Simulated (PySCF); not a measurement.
**H7N2PSi: electronic excitations at several levels of theory**

How much do the electronic excitations of H7N2PSi (`N[SiH](N)P`) depend on the level of theory, and what does each level cost?

Computed with PySCF 2.14.0, with density-fitted response routines of our own, on a single molecule in the gas phase. Atoms count from 0, in the outputs and in this text.

## 1. The molecule as given

11 atoms, charge 0, multiplicity 1; geometry from: GFN2-xTB. The atoms were then displaced at random by about 0.01 Å, so the start is not that level's minimum.

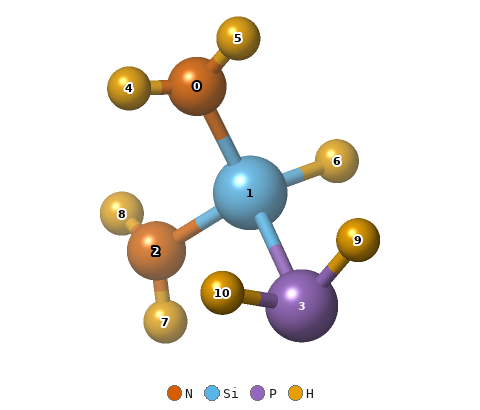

As it starts; nitrogen orange, silicon blue, phosphorus purple, hydrogen amber, atoms numbered.

## 2. Geometry optimisation at PBE0-D3(BJ)/def2-SVP

The job: settings as JSON, then the geometry in Å.

```
{"job": {"xc": "PBE0", "basis": "def2-SVP", "d3": "d3bj", "grid": 1, "shake": 0.01, "kind": "geom"}, "charge": 0, "multiplicity": 1}
N      0.003630     1.321200     0.890330
Si    -0.371500     0.178630    -0.344840
N     -1.286320    -1.029020     0.479500
P      1.355500    -0.972420    -1.309210
H      0.234420     0.996340     1.788380
H      0.547150     2.149050     0.648400
H     -1.013590     0.955610    -1.404050
H     -1.396410    -1.903560     0.019980
H     -2.103560    -0.739770     0.993540
H      2.029470     0.156370    -1.645780
H      2.039330    -1.138270    -0.131910
```

Started as:

```console
$ OMP_NUM_THREADS=1 python probes_run.py task.json out
```

One launch serves the whole session: the jobs run in the order shown.

The program printed:

```text
step   0  E = -743.95524332  max force = 0.032401
step   1  E = -743.96170612  max force = 0.006942
step   2  E = -743.96225122  max force = 0.002232
step   3  E = -743.96232956  max force = 0.000802
step   4  E = -743.96237428  max force = 0.001205
step   5  E = -743.96241300  max force = 0.000977
step   6  E = -743.96242603  max force = 0.000422
optimisation converged
```

Wall time 24 s (1 thread of Arm Neoverse V1, shared host); peak memory 0.41 GiB.

Step by step:

| step | energy from step 0 (eV) | largest force component (eV/Å) |
| --- | --- | --- |
| 0 | 0.0000 | 1.6661 |
| 1 | -0.1759 | 0.3570 |
| 2 | -0.1907 | 0.1148 |
| 3 | -0.1928 | 0.0412 |
| 4 | -0.1940 | 0.0620 |
| 5 | -0.1951 | 0.0502 |
| 6 | -0.1955 | 0.0217 |

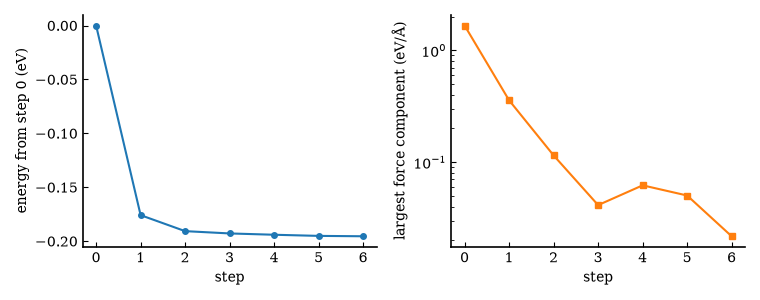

Energy and largest force along the relaxation.

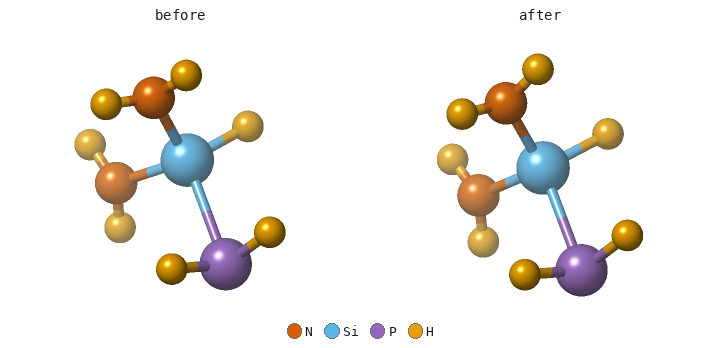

Before and after, at one scale.

Close pairs (by a distance rule), those that changed most:

| bond | before (Å) | after (Å) | change (Å) |
| --- | --- | --- | --- |
| P3–H9 | 1.357 | 1.428 | +0.071 |
| P3–H10 | 1.372 | 1.429 | +0.058 |
| Si1–H6 | 1.462 | 1.501 | +0.039 |
| N0–H4 | 0.982 | 1.014 | +0.032 |
| N2–H7 | 0.994 | 1.013 | +0.019 |
| Si1–P3 | 2.289 | 2.277 | -0.012 |
| N2–H8 | 1.008 | 1.014 | +0.006 |
| N0–H5 | 1.019 | 1.014 | -0.006 |

The final coordinates are the input of the step that follows.

| at the end point | value |
| --- | --- |
| point group (found at 0.08 Å tolerance) | C1 |
| rotational constants (GHz, main isotopes) | 6.088, 2.848, 2.172 |
| dipole moment (D) | 1.73 |

## 3. TDDFT and polarisability: PBE0/def2-TZVP

The job: settings as JSON, then the geometry in Å.

```
{"job": {"kind": "uv", "xc": "PBE0", "basis": "def2-TZVP"}, "charge": 0, "multiplicity": 1}
N     -0.076483     1.299297     0.970510
Si    -0.338697     0.171795    -0.310521
N     -1.303389    -1.099681     0.341906
P      1.411491    -0.937462    -1.254171
H      0.357708     0.989030     1.833029
H      0.195680     2.248535     0.741139
H     -0.900943     1.011459    -1.420346
H     -1.356702    -1.991670    -0.136027
H     -2.171148    -0.878167     0.818065
H      2.101375     0.265777    -1.595112
H      2.109170    -1.103672    -0.018048
```

With the program's defaults for keys left out, this is: TDDFT PBE0/def2-TZVP, vertical, gas phase, core orbitals frozen in the response.

The program printed:

```text
coarse grid: 9712 points
cycle   1  E = -744.2574095462  dE =  1.225e-01  |g| = 5.610e-01  |ddm| = 2.311e+00
cycle   2  E = -744.1964487118  dE =  6.096e-02  |g| = 7.728e-01  |ddm| = 9.058e-01
cycle   3  E = -744.3230491204  dE = -1.266e-01  |g| = 5.346e-02  |ddm| = 5.684e-01
cycle   4  E = -744.3237549451  dE = -7.058e-04  |g| = 2.001e-02  |ddm| = 7.324e-02
cycle   5  E = -744.3238633616  dE = -1.084e-04  |g| = 3.725e-03  |ddm| = 2.369e-02
cycle   6  E = -744.3238658850  dE = -2.523e-06  |g| = 1.320e-03  |ddm| = 3.866e-03
final grid: 83440 points
cycle   7  E = -744.3148357399  dE = -2.663e-05  |g| = 8.560e-03  |ddm| = 2.180e-02
cycle   8  E = -744.3148203398  dE =  1.540e-05  |g| = 1.206e-02  |ddm| = 1.248e-02
cycle   9  E = -744.3148502104  dE = -2.987e-05  |g| = 5.723e-04  |ddm| = 7.501e-03
cycle  10  E = -744.3148502706  dE = -6.016e-08  |g| = 1.153e-04  |ddm| = 5.727e-04
cycle  11  E = -744.3148502741  dE = -3.512e-09  |g| = 3.977e-05  |ddm| = 1.570e-04
cycle  12  E = -744.3148502746  dE = -4.970e-10  |g| = 8.423e-06  |ddm| = 4.348e-05
converged SCF energy = -744.3148502746

Static polarisability (au): isotropic 68.221, principal 59.786 64.705 80.171

Singlet excitations
state   eV       nm        f      main configurations
  1   5.8567    211.7   0.00339   H->L 0.93
  2   6.3747    194.5   0.00602   H->L+1 0.76, H->L+2 0.14
  3   6.4872    191.1   0.05060   H->L+2 0.76, H->L+1 0.10
  4   6.7385    184.0   0.01070   H-1->L 0.83
  5   6.9092    179.4   0.06014   H->L+3 0.82, H->L+4 0.09
  6   7.1675    173.0   0.07785   H-1->L+1 0.56, H->L+4 0.28
  7   7.2977    169.9   0.23078   H->L+4 0.51, H-1->L+1 0.34
  8   7.4888    165.6   0.00341   H-1->L+2 0.81, H-2->L 0.08
  9   7.6342    162.4   0.02971   H-1->L+3 0.89
 10   7.7219    160.6   0.08379   H-2->L 0.76, H-1->L+2 0.09

Triplet excitations (Tamm-Dancoff, eV): 5.2866 5.3757 6.0388 6.2267
```

Wall time 18 s (1 thread of Arm Neoverse V1, shared host); peak memory 0.77 GiB.

Frontier orbitals and where they lie:

| orbital | eV | atoms |
| --- | --- | --- |
| HOMO−3 | -8.95 | P3 29 %, Si1 26 %, N0 16 % |
| HOMO−2 | -8.29 | P3 46 %, N0 31 %, Si1 13 % |
| HOMO−1 | -7.56 | N2 63 %, Si1 15 %, N0 11 % |
| HOMO | -6.69 | P3 51 %, N0 26 %, Si1 12 % |
| LUMO | 0.51 | P3 34 %, Si1 14 %, H9 13 % |
| LUMO+1 | 0.83 | P3 36 %, Si1 31 %, H10 15 % |
| LUMO+2 | 1.05 | H4 20 %, P3 20 %, H5 18 % |

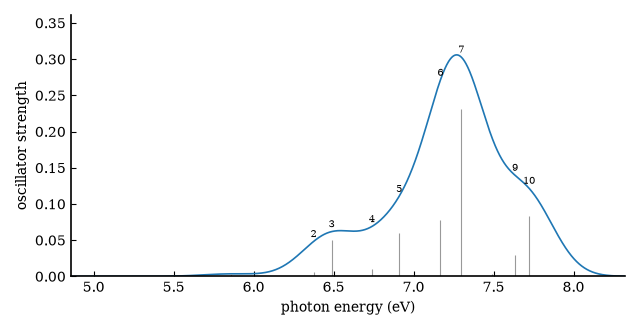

Absorption spectrum from the 10 singlet states computed; above the last one it falls off for lack of states. Lines are broadened to a width of 0.40 eV (Gaussian).

Further results of this job:

| property | computed |
| --- | --- |
| dipole moment (D) | 1.48 |
| polarisability (Å³) | 10.11 |
| HOMO–LUMO gap (eV) | 7.20 |
| −ε(HOMO) (eV) | 6.69 |

## 4. Ultraviolet spectrum: PBE0/aug-cc-pVDZ

Settings changed since step 3:

```diff
@@ -1,2 +1,2 @@
-{"job": {"kind": "uv", "xc": "PBE0", "basis": "def2-TZVP"}, "charge": 0, "multiplicity": 1}
+{"job": {"kind": "uv", "xc": "PBE0", "basis": "aug-cc-pVDZ"}, "charge": 0, "multiplicity": 1}
 N     -0.076483     1.299297     0.970510
```

Level: TDDFT PBE0/aug-cc-pVDZ, vertical, gas phase, core orbitals frozen in the response.

The program printed:

```text
coarse grid: 9712 points
cycle   1  E = -744.1806973441  dE =  1.697e-01  |g| = 5.304e-01  |ddm| = 6.350e+00
cycle   2  E = -744.1166939686  dE =  6.400e-02  |g| = 7.479e-01  |ddm| = 1.787e+00
cycle   3  E = -744.2431786464  dE = -1.265e-01  |g| = 4.971e-02  |ddm| = 1.038e+00
cycle   4  E = -744.2439023692  dE = -7.237e-04  |g| = 1.643e-02  |ddm| = 1.590e-01
cycle   5  E = -744.2439994594  dE = -9.709e-05  |g| = 3.007e-03  |ddm| = 5.126e-02
cycle   6  E = -744.2440021541  dE = -2.695e-06  |g| = 1.206e-03  |ddm| = 7.617e-03
final grid: 83440 points
cycle   7  E = -744.2568035950  dE = -1.246e-05  |g| = 7.916e-03  |ddm| = 8.226e-02
cycle   8  E = -744.2567867464  dE =  1.685e-05  |g| = 1.179e-02  |ddm| = 2.810e-02
cycle   9  E = -744.2568181354  dE = -3.139e-05  |g| = 2.849e-04  |ddm| = 1.658e-02
cycle  10  E = -744.2568181591  dE = -2.367e-08  |g| = 9.397e-05  |ddm| = 9.778e-04
cycle  11  E = -744.2568181620  dE = -2.883e-09  |g| = 2.642e-05  |ddm| = 3.025e-04
cycle  12  E = -744.2568181622  dE = -2.402e-10  |g| = 4.812e-06  |ddm| = 6.241e-05
converged SCF energy = -744.2568181622

Static polarisability (au): isotropic 76.074, principal 67.058 72.061 89.103

Singlet excitations
state   eV       nm        f      main configurations
  1   5.3924    229.9   0.02326   H->L 0.96
  2   5.8796    210.9   0.02570   H->L+2 0.55, H->L+1 0.22, H->L+4 0.10
  3   5.9007    210.1   0.00571   H->L+1 0.60, H->L+2 0.27
  4   6.1646    201.1   0.01808   H-1->L 0.65, H-1->L+1 0.10
  5   6.1916    200.2   0.01208   H->L+3 0.64, H->L+2 0.10, H-1->L 0.09
  6   6.3857    194.2   0.11339   H->L+4 0.68, H->L+3 0.20
  7   6.6474    186.5   0.16459   H->L+5 0.89
  8   6.7211    184.5   0.02763   H-1->L+1 0.80, H-1->L 0.08
  9   6.8648    180.6   0.02075   H-1->L+2 0.59, H->L+6 0.28
 10   6.9065    179.5   0.00332   H->L+6 0.54, H-1->L+2 0.29

Triplet excitations (Tamm-Dancoff, eV): 5.1706 5.3358 5.4757 5.7560
```

It took 16 s on 1 thread of Arm Neoverse V1, shared host; peak memory 0.76 GiB.

This run: HOMO -6.71 eV, LUMO -0.31 eV; lowest singlet 5.39 eV.

## 5. TDDFT and polarisability: PBE0/def2-TZVPD

Settings changed since step 4:

```diff
@@ -1,2 +1,2 @@
-{"job": {"kind": "uv", "xc": "PBE0", "basis": "aug-cc-pVDZ"}, "charge": 0, "multiplicity": 1}
+{"job": {"kind": "uv", "xc": "PBE0", "basis": "def2-TZVPD"}, "charge": 0, "multiplicity": 1}
 N     -0.076483     1.299297     0.970510
```

With the program's defaults for keys left out, this is: TDDFT PBE0/def2-TZVPD, vertical, gas phase, core orbitals frozen in the response.

The program printed:

```text
coarse grid: 9712 points
cycle   1  E = -744.2605066354  dE =  1.208e-01  |g| = 5.580e-01  |ddm| = 2.495e+00
cycle   2  E = -744.1942150279  dE =  6.629e-02  |g| = 7.840e-01  |ddm| = 9.137e-01
cycle   3  E = -744.3256077451  dE = -1.314e-01  |g| = 5.488e-02  |ddm| = 5.340e-01
cycle   4  E = -744.3263477523  dE = -7.400e-04  |g| = 2.095e-02  |ddm| = 8.600e-02
cycle   5  E = -744.3264680014  dE = -1.202e-04  |g| = 3.830e-03  |ddm| = 2.891e-02
cycle   6  E = -744.3264707356  dE = -2.734e-06  |g| = 1.319e-03  |ddm| = 4.909e-03
final grid: 83440 points
cycle   7  E = -744.3174214600  dE = -2.901e-05  |g| = 8.561e-03  |ddm| = 5.540e-02
cycle   8  E = -744.3174053999  dE =  1.606e-05  |g| = 1.218e-02  |ddm| = 1.338e-02
cycle   9  E = -744.3174359859  dE = -3.059e-05  |g| = 6.172e-04  |ddm| = 7.479e-03
cycle  10  E = -744.3174360583  dE = -7.233e-08  |g| = 1.264e-04  |ddm| = 6.983e-04
cycle  11  E = -744.3174360625  dE = -4.287e-09  |g| = 4.516e-05  |ddm| = 1.955e-04
cycle  12  E = -744.3174360632  dE = -6.247e-10  |g| = 9.095e-06  |ddm| = 4.798e-05
converged SCF energy = -744.3174360632

Static polarisability (au): isotropic 75.259, principal 66.439 71.408 87.929

Singlet excitations
state   eV       nm        f      main configurations
  1   5.5809    222.2   0.00977   H->L 0.92
  2   5.9572    208.1   0.01639   H->L+1 0.70, H->L+2 0.22
  3   6.1641    201.1   0.03574   H->L+2 0.60, H->L+1 0.19, H-1->L 0.12
  4   6.3922    194.0   0.01348   H-1->L 0.75
  5   6.5253    190.0   0.02403   H->L+3 0.64, H->L+4 0.25
  6   6.6840    185.5   0.24731   H->L+4 0.60, H->L+3 0.27
  7   6.9969    177.2   0.03079   H-1->L+1 0.85
  8   7.0702    175.4   0.00495   H-1->L+2 0.70, H-1->L+1 0.11
  9   7.1783    172.7   0.06448   H->L+5 0.88
 10   7.2973    169.9   0.07601   H-2->L 0.63, H-1->L+3 0.20

Triplet excitations (Tamm-Dancoff, eV): 5.1849 5.2578 5.6301 5.9515
```

Wall time 26 s (1 thread of Arm Neoverse V1, shared host); peak memory 0.87 GiB.

This run: HOMO -6.74 eV, LUMO -0.03 eV; lowest singlet 5.58 eV.

## 6. Ultraviolet spectrum: PBE0/6-31+G*

Settings changed since step 5:

```diff
@@ -1,2 +1,2 @@
-{"job": {"kind": "uv", "xc": "PBE0", "basis": "def2-TZVPD"}, "charge": 0, "multiplicity": 1}
+{"job": {"kind": "uv", "xc": "PBE0", "basis": "6-31+G*"}, "charge": 0, "multiplicity": 1}
 N     -0.076483     1.299297     0.970510
```

Method: TDDFT PBE0/6-31+G*, vertical, gas phase, core orbitals frozen in the response.

The program printed:

```text
coarse grid: 9712 points
cycle   1  E = -744.1874189274  dE =  1.553e-01  |g| = 5.217e-01  |ddm| = 3.195e+00
cycle   2  E = -744.1299500332  dE =  5.747e-02  |g| = 7.231e-01  |ddm| = 1.393e+00
cycle   3  E = -744.2493105675  dE = -1.194e-01  |g| = 4.990e-02  |ddm| = 8.264e-01
cycle   4  E = -744.2500305041  dE = -7.199e-04  |g| = 1.539e-02  |ddm| = 1.429e-01
cycle   5  E = -744.2501198171  dE = -8.931e-05  |g| = 2.965e-03  |ddm| = 3.895e-02
cycle   6  E = -744.2501221382  dE = -2.321e-06  |g| = 1.290e-03  |ddm| = 6.104e-03
final grid: 83440 points
cycle   7  E = -744.1970075317  dE = -8.670e-06  |g| = 8.364e-03  |ddm| = 3.070e-02
cycle   8  E = -744.1969892765  dE =  1.826e-05  |g| = 1.235e-02  |ddm| = 2.130e-02
cycle   9  E = -744.1970242291  dE = -3.495e-05  |g| = 3.380e-04  |ddm| = 1.222e-02
cycle  10  E = -744.1970242664  dE = -3.730e-08  |g| = 9.097e-05  |ddm| = 8.199e-04
cycle  11  E = -744.1970242691  dE = -2.631e-09  |g| = 2.226e-05  |ddm| = 2.039e-04
cycle  12  E = -744.1970242692  dE = -1.548e-10  |g| = 3.339e-06  |ddm| = 5.044e-05
converged SCF energy = -744.1970242692

Static polarisability (au): isotropic 67.947, principal 59.632 63.141 81.068

Singlet excitations
state   eV       nm        f      main configurations
  1   5.5522    223.3   0.02721   H->L 0.97
  2   6.0255    205.8   0.00716   H->L+1 0.71, H->L+2 0.17
  3   6.0997    203.3   0.04531   H->L+2 0.69, H->L+1 0.11, H-1->L 0.09
  4   6.3164    196.3   0.00985   H-1->L 0.71, H->L+1 0.10
  5   6.4424    192.5   0.10778   H->L+3 0.67, H->L+4 0.21
  6   6.5773    188.5   0.12483   H->L+4 0.53, H->L+3 0.22, H->L+5 0.09
  7   6.8612    180.7   0.07929   H-1->L+1 0.75
  8   6.8811    180.2   0.12371   H->L+5 0.78, H->L+4 0.08
  9   7.0492    175.9   0.01499   H-1->L+2 0.82
 10   7.2100    172.0   0.05271   H-1->L+3 0.82

Triplet excitations (Tamm-Dancoff, eV): 5.2651 5.3940 5.5964 5.8660
```

Run time: 8 s. Hardware: 1 thread of Arm Neoverse V1, shared host; peak memory 0.51 GiB.

This run: HOMO -6.71 eV, LUMO -0.08 eV; lowest singlet 5.55 eV.

## 7. Side by side: electronic excitations

Excitations and ground-state properties, with basis size and wall time:

| run | lowest singlet (eV) | brightest (eV) | f | gap (eV) | α (Å³) | μ (D) | functions | time |
| --- | --- | --- | --- | --- | --- | --- | --- | --- |
| PBE0/def2-TZVP | 5.86 | 7.30 | 0.231 | 7.20 | 10.11 | 1.48 | 178 | 18 s |
| PBE0/aug-cc-pVDZ | 5.39 | 6.65 | 0.165 | 6.40 | 11.27 | 1.41 | 163 | 16 s |
| PBE0/def2-TZVPD | 5.58 | 6.68 | 0.247 | 6.71 | 11.15 | 1.40 | 223 | 26 s |
| PBE0/6-31+G* | 5.55 | 6.58 | 0.125 | 6.64 | 10.07 | 1.51 | 94 | 8 s |

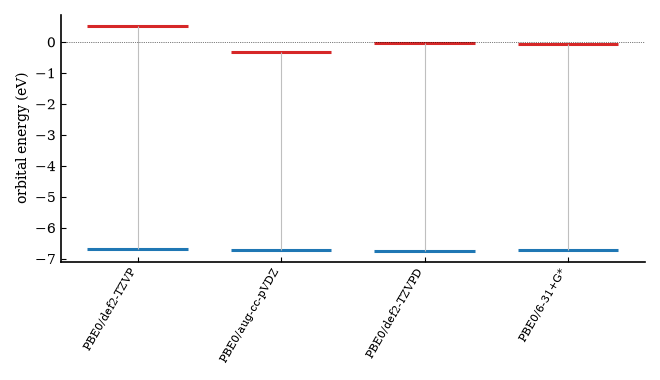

HOMO (blue) and LUMO (red) run by run.

## 8. Summary of results

| quantity | value |
| --- | --- |
| point group | C1 |
| rotational constants (main isotopes) | 6.09, 2.85, 2.17 GHz |
| lowest singlet (PBE0/def2-TZVP) | 5.86 eV (212 nm), f = 0.003 |
| brightest single state of those computed | state 7, 7.30 eV, f = 0.231 |
| lowest triplet | 5.29 eV |
| range of the lowest singlet | 5.39 to 5.86 eV |

**Reading.** Single values in the summary come from the first run of each kind that ended normally (PBE0/def2-TZVP), which need not be the best level. Relaxing lowered the energy by 0.195 eV in 6 steps; the close pair that moved most is P3–H9, from 1.357 to 1.428 Å. The first singlet state (HOMO→LUMO 0.93) lies at 5.86 eV and is weak; of the 10 states computed, the strongest absorption comes from state 7 at 7.30 eV. The lowest triplet lies 0.57 eV below the lowest singlet (triplets in Tamm-Dancoff, singlets in full TDDFT). States above −ε(HOMO) lie where TDDFT describes them poorly and they hang on the basis; the brightest is among them. The basis of PBE0/def2-TZVP has no diffuse functions, so Rydberg states are missing and the high states are unreliable. The lowest singlet runs from 5.39 eV (PBE0/aug-cc-pVDZ) to 5.86 eV (PBE0/def2-TZVP), while the orbital gap spans 6.40 to 7.20 eV. The lowest state need not be the same one in every run.
